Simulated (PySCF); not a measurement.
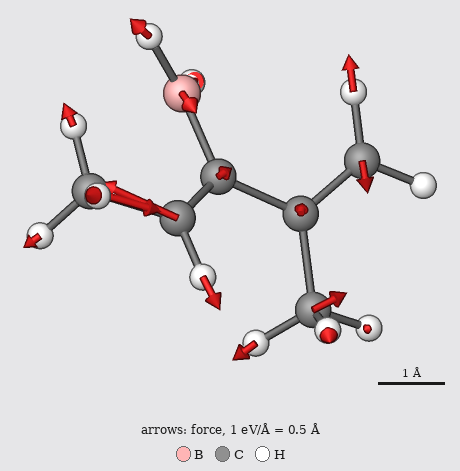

Starting geometry of C6H11B with the computed forces as red arrows. Style: ball-and-stick. Shown from a free direction.

The start comes from GFN2-xTB. Its atoms were then displaced at random by about 0.01 Å.

Level of theory: PySCF 2.14.0, density-fitted response routines, PBE0-D3(BJ)/def2-SVP geometry optimisation, gas phase. 

Q: Is this structure relaxed? If not, where do the atoms go?

A: It isn't relaxed: the largest force vector, on a C atom, is 2.72 eV/Å. The final displacements have little in common with the starting forces (cosine between the two patterns 0.01). An H atom moves most after the best rigid fit: 1.03 Å. Largest moves by element: H 1.03 Å, C 0.44 Å, B 0.37 Å. Near-neighbour distances that change, for instance: C–C 1.542 → 1.486 Å, B–H 1.163 → 1.207 Å, C–H 1.065 → 1.098 Å, C–C 1.341 → 1.366 Å. Bond angles that change, for instance: H–C–H 110.5° → 105.7°, C–C–H 109.6° → 113.6°, C–C–C 125.5° → 129.3°. Groups turn about B–C by about 30°, C–C by about 30°. Over 11 geometry steps the energy falls by 7.46 kcal/mol.
